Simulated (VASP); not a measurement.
Band structure of TiPt3 (space group Pm-3m). Calculation: PBE GGA, VASP's PBE PAW potentials (set 64) (plane waves; VASP).

Unless said otherwise, spin-orbit coupling is left out, though it shifts the bands of the heavy elements here.

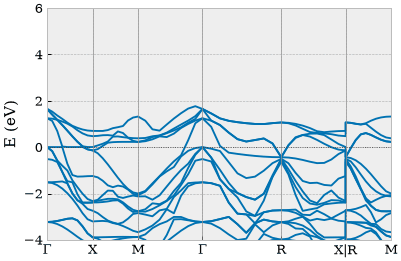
*Bands along high-symmetry lines, zero at the valence-band maximum or, without a gap, the Fermi level*

Q: Read the plot: is there a gap, and where are the band edges?

A: It has no gap at this level: it comes out as a metal or semimetal.

The structure comes from a computed database's TiPt3 entry; how it stands against other phases isn't given here. The cell was not relaxed at this level.
